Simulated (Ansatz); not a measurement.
ClF3H2W···F (doublet)

```xyz
8

W     0.0000   -0.1881   -0.2198
H     0.0000    0.2313    1.4422
F     1.8394   -0.0839   -0.2016
H     0.0000    1.4326    0.2292
F    -1.8394   -0.0839   -0.2016
Cl    0.0000   -2.2927    0.7288
F     0.0000    0.5422   -1.9661
F     0.0000   -0.2276    3.4989
```

Core potentials replace the inner electrons of W.

All numbers below come from UKS B3LYP-D4/def2-SVP in Ansatz 0.2.0.

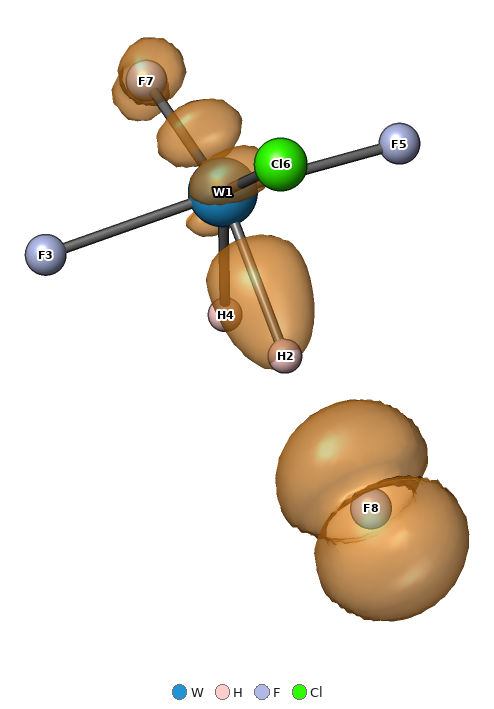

Figure 1. Isosurface of the spin density at +0.03 e/Å³ (orange), seen at an oblique angle.

Q: Describe the spin distribution.

A: The unpaired spin (1 electron) lies mostly on F8 (about 0.9) and W1 (about 0.1), in electrons by Hirshfeld's partition.

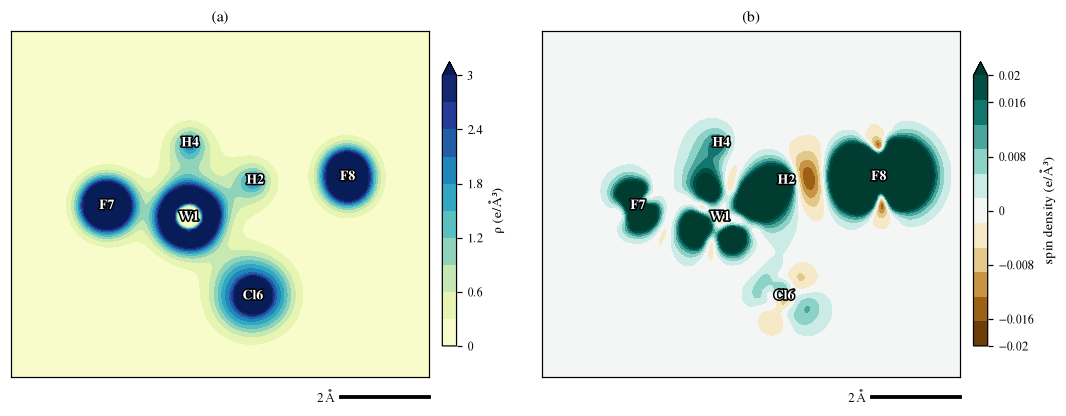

Figure 2. (a) electron density; (b) spin density (α minus β) on the plane of atoms H2, W1 and H4.

Q: What does the map show?

A: The plane passes through W, H, Cl and F nuclei. F8···H2 (2.11 Å): the density falls to about 0.12 e/Å³ on the way. W–Cl (2.31 Å): the density is about 0.68 e/Å³ at the midpoint. W–H (1.68 Å): ρ is about 1.7 e/Å³ halfway. W–F (1.89 Å): ρ is about 1 e/Å³ halfway.

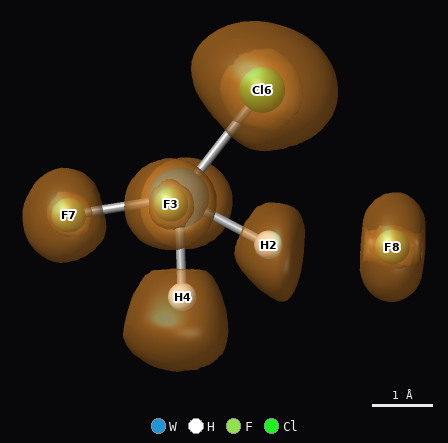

Figure 3. Isosurface of the ELF at 0.75 (orange), seen across its widest extent. Core shells and regions of very low density are left out.

Q: What do the ELF domains correspond to?

A: The surface consists of two regions around hydrogen nuclei, one region wrapped around Cl (its valence shell) and four regions wrapped around F (the valence shell of each).


F8···H2 (2.11 Å): the ELF dips to about 0.05 between them. W–F (1.84 Å): the ELF peaks at about 0.85 in the valence shell of F, 0.5 Å from its nucleus, and drops to about 0.20 between the two atoms.

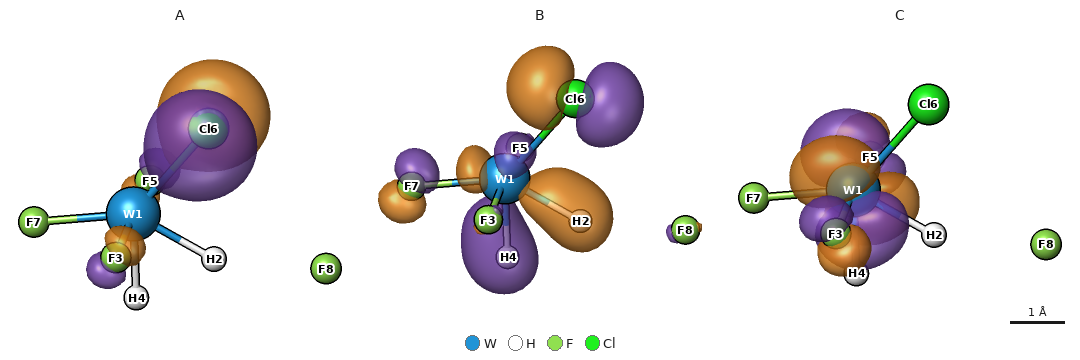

Figure 4. Three frontier orbitals at ±0.15 Å⁻³ᐟ² (orange and purple are the two phases), in no order.

Q: Which picture is the HOMO−1, the HOMO and the LUMO? All are α orbitals.

A: A is the HOMO−1 (α) (−9.95 eV). Its weight (Hirshfeld) is mainly on Cl6 (about 85 %); largely a lone pair of Cl6. B is the HOMO (α) (−8.82 eV). It lies mainly on Cl6 (about 35 %), W1 (about 25 %), H4 (about 15 %), H2 (about 10 %) and F7 (about 10 %). C is the LUMO (α) (−4.93 eV). It lies mainly on W1 (about 70 %), F3 (about 10 %) and F5 (about 10 %).

Q: What is the gap between the highest occupied and lowest empty α orbitals?

A: 3.89 eV between the orbital energies.
